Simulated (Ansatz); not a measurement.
# AlCl₂HO: what the fields show

```yaml
atoms:
  - { symbol: Al, position_ang: [0.0249, -0.1019, 0.0839] }
  - { symbol: Cl, position_ang: [0.2037, 0.0264, 2.2473] }
  - { symbol: Cl, position_ang: [1.8347, 0.1448, -1.0957] }
  - { symbol: O, position_ang: [-1.4412, -0.3787, -0.6406] }
  - { symbol: H, position_ang: [-2.2836, -0.5374, -1.0515] }
```

Method: RKS B3LYP-D4/6-31G (Ansatz).

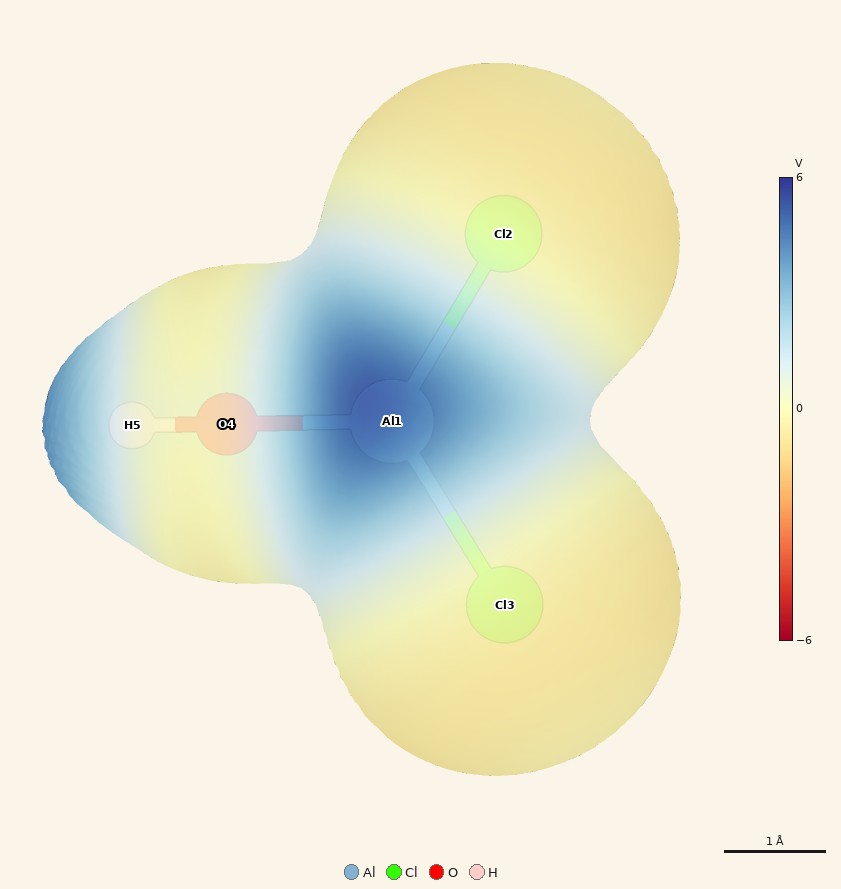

Figure 1. The electrostatic potential painted on the density surface at 0.004 e/bohr³, seen at a tilt; red is negative and blue positive.

Q: Which sites attract a positive test charge, and which a negative one?

A: A positive charge is drawn to the negative regions and a negative charge to the positive ones. The most negative region (about −0.7 V) lies over Cl2 and Cl3, the most positive (about +5.2 V) over Al1.

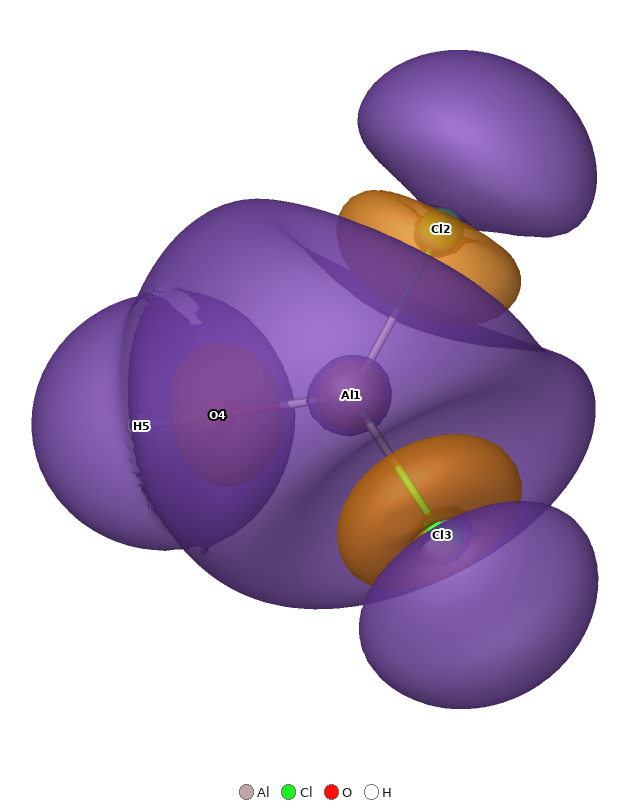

Figure 2. The LUMO at ±0.04 Å⁻³ᐟ² (orange and purple are the two phases), seen at a tilt.

Q: Describe this orbital and give its energy.

A: Its weight (Hirshfeld) is mainly on Al1 (about 50 %), Cl2 (about 20 %), Cl3 (about 20 %) and O4 (about 10 %); it is symmetric in the molecular plane (an in-plane orbital: σ, lone-pair or in-plane π type). Its energy is −2.16 eV.

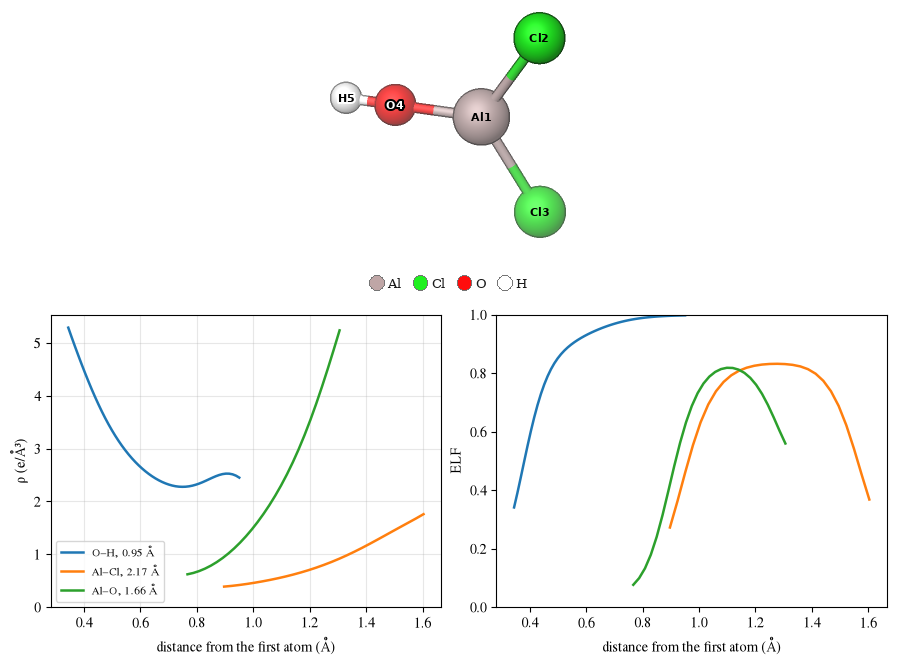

Figure 3. Electron density and electron localisation function along straight lines between neighbouring atoms. The curves leave out the atomic cores. The structure is drawn too.

Q: Compare the contacts.

A: O–H (0.95 Å): ρ is about 3.6 e/Å³ halfway; the ELF climbs to about 1 towards the hydrogen, as it does in any bond to H (an ordinary covalent bond to hydrogen).
Al–Cl (2.17 Å): ρ at the midpoint is about 0.55 e/Å³; the ELF peaks at about 0.85 in the valence shell of Cl, 0.9 Å from its nucleus, and is about 0.75 at the midpoint.
Al–O (1.66 Å): the density is about 0.73 e/Å³ at the midpoint; the ELF peaks at about 0.80 in the valence shell of O, 0.6 Å from its nucleus, and is about 0.20 at the midpoint.
